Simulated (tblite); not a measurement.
Run report: C$_{2}$H$_{10}$GeNP, geometry relaxation (part 1 of 2)

System: C$_{2}$H$_{10}$GeNP, SMILES C[N](C)[GeH2][PH2].
Method: GFN2-xTB geometry optimisation, gas phase (tblite 0.8.0).

It belongs to a series of runs on one base structure; here: H on Ge replaced by PH2.

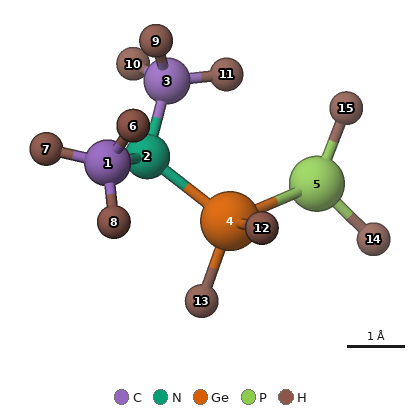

Fig. 1: The input geometry (ball-and-stick view, seen at a tilt; atoms are numbered from 1 in the order of the input). Sticks mark near contacts. Bond lengths as drawn: C–H 1.10 to 1.12 Å, C–N 1.43 to 1.44 Å, Ge–H 1.55 to 1.57 Å, Ge–N 1.86 Å, Ge–P 2.25 Å and H–P 1.44 to 1.45 Å.

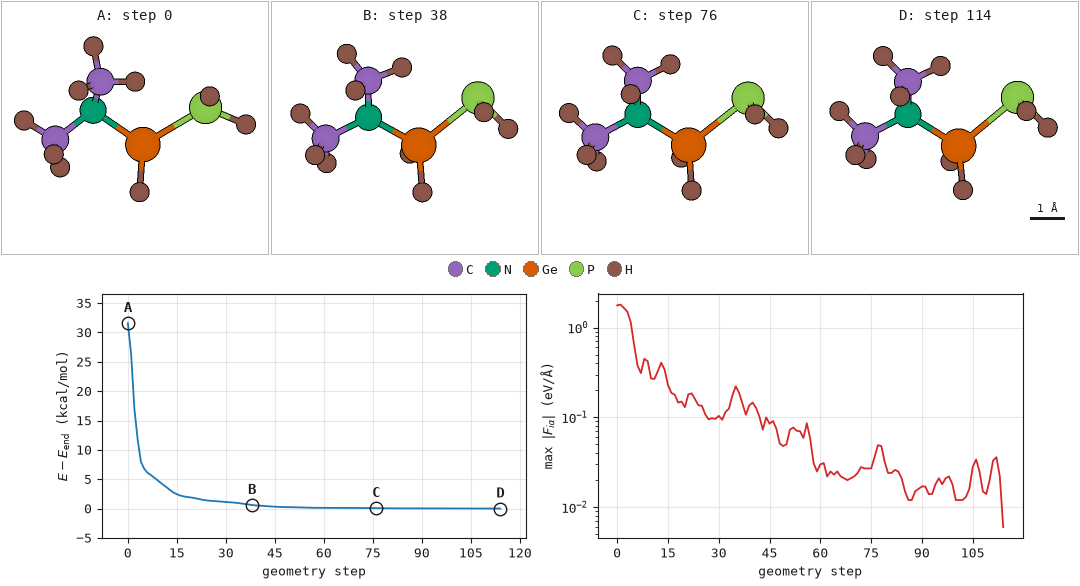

Fig. 2: Frames of the relaxation (ball-and-stick view, seen at a tilt) above the curves, on which the letters mark them (steps are counted from 0).

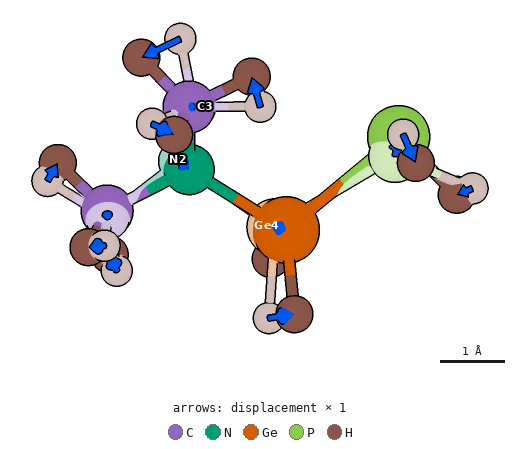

Fig. 3: Start (faint) and end (solid) with the displacements as blue arrows, at true length (ball-and-stick view, seen at a tilt). The two geometries are laid on each other by the best rigid fit. The atom that moves furthest after the best rigid fit is H10 (0.70 Å). Largest moves by element: H 0.70 Å, P 0.33 Å, Ge 0.25 Å, N 0.24 Å, C 0.17 Å. Among the contacts that change: P5–H15 1.451 → 1.390 Å, P5–H14 1.444 → 1.388 Å, Ge4–P5 2.247 → 2.298 Å, Ge4–H13 1.550 → 1.515 Å. Among the angles that change: Ge4–P5–H14 115.3° → 92.7°, H14–P5–H15 114.3° → 92.1°, C1–N2–Ge4 108.4° → 118.9°. Over 114 geometry steps the energy falls by 31.6 kcal/mol. The largest force component goes from 1.8 to 0.006 eV/Å. (Atoms are counted from 1 in the order of the input.)

These pictures come from the run below.

**The input**
```
{"job": {"kind": "relax", "xc": "GFN2-xTB", "basis": "xTB"}, "charge": 0, "multiplicity": 1}
C     -1.743200    -0.938100    -0.038600
N     -0.729200    -0.177200    -0.713800
C     -0.824300     1.238000    -0.521900
Ge     0.933200    -0.862200    -0.238000
P      2.527900     0.682200    -0.584200
H     -1.910200    -0.551400     0.992900
H     -2.690200    -0.912000    -0.644000
H     -1.369500    -1.978900     0.052500
H     -1.573200     1.498300     0.243300
H     -1.111300     1.719800    -1.494300
H      0.129700     1.709700    -0.236300
H      0.906900    -1.416600     1.233500
H      1.206900    -2.091700    -1.141300
H      3.880300     0.177500    -0.607900
H      2.361800     1.910400     0.170500
```

The first line tells a small driver script what to run in tblite; the rest is the geometry in Å.

Command:
```bash
OMP_NUM_THREADS=1 python <driver script> task.json out
```

**Log**
```
step      E/eV     max force
  0    -454.25464    2.274
  1    -454.48272    2.040
  2    -454.88655    1.820
  3    -455.11464    1.700
  4    -455.27799    1.283
  5    -455.32999    0.717
  6    -455.35953    0.394
  7    -455.37560    0.384
  8    -455.39463    0.495
  9    -455.41285    0.462
 10    -455.43354    0.389
 11    -455.45151    0.320
 12    -455.46947    0.430
 13    -455.48920    0.443
 14    -455.50620    0.375
 15    -455.51818    0.292
 16    -455.52757    0.234
 17    -455.53390    0.238
 18    -455.53793    0.166
 19    -455.54131    0.166
 20    -455.54504    0.175
 21    -455.54967    0.246
 22    -455.55497    0.257
 23    -455.55985    0.170
 24    -455.56355    0.188
 25    -455.56610    0.176
 26    -455.56799    0.130
 27    -455.56978    0.127
 28    -455.57171    0.133
 29    -455.57368    0.117
 30    -455.57552    0.119
 31    -455.57725    0.106
 32    -455.57906    0.124
 33    -455.58130    0.148
 34    -455.58419    0.215
 35    -455.58750    0.235
 36    -455.59089    0.193
 37    -455.59443    0.152
 38    -455.59792    0.142
 39    -455.60065    0.152
 40    -455.60229    0.148
 41    -455.60373    0.131
 42    -455.60529    0.103
 43    -455.60749    0.073
 44    -455.60882    0.110
 45    -455.61030    0.117
 46    -455.61143    0.092
 47    -455.61258    0.075
 48    -455.61325    0.060
 49    -455.61371    0.054
 50    -455.61413    0.052
 51    -455.61464    0.074
 52    -455.61524    0.078
 53    -455.61589    0.073
 54    -455.61660    0.071
 55    -455.61733    0.062
 56    -455.61795    0.087
 57    -455.61837    0.060
 58    -455.61860    0.034
 59    -455.61874    0.029
 60    -455.61885    0.032
 61    -455.61897    0.033
 62    -455.61907    0.030
 63    -455.61917    0.028
 64    -455.61925    0.026
 65    -455.61932    0.027
 66    -455.61942    0.024
 67    -455.61953    0.025
 68    -455.61963    0.025
 69    -455.61973    0.025
 70    -455.61983    0.030
 71    -455.61998    0.033
 72    -455.62016    0.031
 73    -455.62034    0.031
 74    -455.62048    0.028
 75    -455.62063    0.031
 76    -455.62090    0.048
 77    -455.62136    0.065
 78    -455.62184    0.058
 79    -455.62210    0.034
 80    -455.62222    0.027
 81    -455.62230    0.026
 82    -455.62242    0.027
 83    -455.62257    0.029
 84    -455.62271    0.028
 85    -455.62277    0.018
 86    -455.62280    0.013
 87    -455.62282    0.013
 88    -455.62285    0.015
 89    -455.62288    0.018
 90    -455.62291    0.020
 91    -455.62293    0.019
 92    -455.62295    0.017
 93    -455.62298    0.018
 94    -455.62302    0.020
 95    -455.62307    0.025
 96    -455.62314    0.023
 97    -455.62321    0.022
 98    -455.62327    0.024
 99    -455.62334    0.021
100    -455.62340    0.013
101    -455.62344    0.014
102    -455.62346    0.013
103    -455.62349    0.013
104    -455.62352    0.017
105    -455.62358    0.029
106    -455.62366    0.037
107    -455.62374    0.027
108    -455.62378    0.017
109    -455.62381    0.016
110    -455.62386    0.021
111    -455.62392    0.035
112    -455.62401    0.038
113    -455.62408    0.023
114    -455.62410    0.006
```

**Trajectory as extended XYZ (Å, eV, eV/Å), 14 of the 115 frames kept, from step=0 to step=114**
```
15
Properties=species:S:1:pos:R:3:forces:R:3 step=0 energy=-454.25464
C    -1.7432   -0.9381   -0.0386   -0.6800  -0.3530  -0.0190
N    -0.7292   -0.1772   -0.7138    1.1290  -0.4260   0.3590
C    -0.8243    1.2380   -0.5219   -0.5500   1.3360  -0.7310
Ge    0.9332   -0.8622   -0.2380    0.6080  -0.7650   0.6390
P     2.5279    0.6822   -0.5842    0.5460   1.3240  -1.7660
H    -1.9102   -0.5514    0.9929   -0.2390  -0.2720  -0.4820
H    -2.6902   -0.9120   -0.6440    0.6430  -0.0750   0.6850
H    -1.3695   -1.9789    0.0525   -0.5490   0.3950  -0.1360
H    -1.5732    1.4983    0.2433    0.1710   0.0140  -0.2270
H    -1.1113    1.7198   -1.4943   -0.0360  -0.2170   0.6990
H     0.1297    1.7097   -0.2363   -0.2300  -0.1800  -0.0480
H     0.9069   -1.4166    1.2335   -0.1340  -0.0910  -0.2210
H     1.2069   -2.0917   -1.1413   -0.0680   0.4020   0.2320
H     3.8803    0.1775   -0.6079   -1.2100   0.4200   0.9460
H     2.3618    1.9104    0.1705    0.5980  -1.5120   0.0710
15
Properties=species:S:1:pos:R:3:forces:R:3 step=9 energy=-455.41285
C    -1.7315   -0.9441   -0.0285    0.1920   0.1850  -0.0950
N    -0.6336   -0.1789   -0.5984    0.0510   0.1410   0.1330
C    -0.8328    1.2642   -0.5320   -0.0160  -0.1500   0.0660
Ge    1.0509   -0.8064   -0.2100   -0.0260  -0.4220   0.1870
P     2.5235    0.8209   -0.9087    0.0470   0.0450  -0.0490
H    -1.9693   -0.5894    0.9836   -0.0910  -0.1310  -0.0250
H    -2.6236   -0.8587   -0.6529    0.0110   0.0390  -0.0070
H    -1.4364   -1.9935    0.0226   -0.0620   0.0780  -0.0240
H    -1.5754    1.5152    0.2242   -0.0520   0.0950   0.1020
H    -1.1649    1.6650   -1.4866   -0.1450  -0.0290  -0.1870
H     0.1030    1.7678   -0.2723   -0.0960   0.0500  -0.0720
H     0.9557   -1.4436    1.2199    0.2730   0.1740  -0.1710
H     1.2010   -2.0463   -1.0915   -0.0010   0.0830   0.0270
H     3.6670    0.2228   -0.4176    0.0710  -0.2470  -0.0480
H     2.4620    1.6129    0.2207   -0.1540   0.0890   0.1610
15
Properties=species:S:1:pos:R:3:forces:R:3 step=18 energy=-455.53793
C    -1.7207   -0.9176   -0.0326    0.0300   0.0330  -0.0290
N    -0.5767   -0.1332   -0.4380   -0.0530   0.0010  -0.0370
C    -0.8716    1.2836   -0.5287    0.0240  -0.1020   0.0510
Ge    1.0979   -0.8114   -0.2141   -0.1170  -0.0600   0.0690
P     2.5448    0.8209   -0.8906   -0.0180  -0.0250  -0.0430
H    -2.0526   -0.6581    0.9798   -0.0440  -0.0060   0.0410
H    -2.5545   -0.7524   -0.7181   -0.0360  -0.0150  -0.0440
H    -1.4560   -1.9729   -0.0472    0.0030  -0.0240  -0.0280
H    -1.5901    1.5744    0.2411   -0.0260   0.0590   0.0620
H    -1.2930    1.5379   -1.5057   -0.0490  -0.0270  -0.0090
H     0.0329    1.8749   -0.3823    0.0380  -0.0120  -0.0990
H     1.2462   -1.3752    1.2174    0.0570   0.0240  -0.0750
H     1.1829   -2.0551   -1.0927   -0.0740   0.0490   0.0370
H     3.6134    0.0795   -0.4169    0.1460   0.0730   0.0290
H     2.3927    1.5127    0.3010    0.1180   0.0330   0.0750
15
Properties=species:S:1:pos:R:3:forces:R:3 step=26 energy=-455.56799
C    -1.7417   -0.9198   -0.0455    0.0360  -0.0050  -0.0150
N    -0.5879   -0.1275   -0.4044   -0.0210  -0.0050   0.0030
C    -0.8939    1.2821   -0.5275    0.0410  -0.0690   0.0060
Ge    1.0948   -0.8035   -0.1929   -0.0800  -0.0180   0.0160
P     2.5688    0.8142   -0.8632    0.0580   0.1080  -0.0430
H    -2.1026   -0.6892    0.9648   -0.0080   0.0010   0.0120
H    -2.5626   -0.7436   -0.7462    0.0250   0.0270  -0.0380
H    -1.4743   -1.9733   -0.0854    0.0060  -0.0550   0.0090
H    -1.5626    1.6205    0.2718    0.0600   0.0010   0.0330
H    -1.3794    1.4867   -1.4872   -0.0640  -0.0070   0.0100
H     0.0253    1.8659   -0.4843    0.0250   0.0280  -0.0350
H     1.3561   -1.3641    1.2179   -0.0710  -0.0010   0.0060
H     1.1066   -2.0420   -1.0766    0.0030   0.0180   0.0330
H     3.6752    0.1121   -0.4129    0.0160  -0.0820  -0.0430
H     2.4738    1.4895    0.3438   -0.0260   0.0600   0.0460
15
Properties=species:S:1:pos:R:3:forces:R:3 step=35 energy=-455.58750
C    -1.7424   -0.9325   -0.0627    0.0570   0.0500  -0.0610
N    -0.5844   -0.1338   -0.3989   -0.0480   0.0730   0.0320
C    -0.8952    1.2729   -0.5205    0.0100  -0.0360  -0.0350
Ge    1.1075   -0.7772   -0.1755   -0.2220  -0.0690   0.0320
P     2.5842    0.8514   -0.8363   -0.0190   0.0130  -0.0270
H    -2.1338   -0.7064    0.9394    0.0590  -0.0110  -0.0440
H    -2.5390   -0.7434   -0.7874   -0.0350   0.0000  -0.0120
H    -1.4820   -1.9889   -0.1090    0.0420   0.0160   0.0350
H    -1.4681    1.6487    0.3374    0.1220  -0.0080   0.0190
H    -1.4924    1.4500   -1.4204   -0.0680   0.0050  -0.0240
H     0.0317    1.8427   -0.6194   -0.0580   0.0020   0.0430
H     1.3072   -1.3475    1.2361    0.0290   0.0130   0.0620
H     1.0854   -2.0254   -1.0419    0.1100  -0.0030  -0.0210
H     3.6800    0.0875   -0.4581    0.0050   0.0210   0.0110
H     2.5369    1.5100    0.3895    0.0170  -0.0670  -0.0110
```
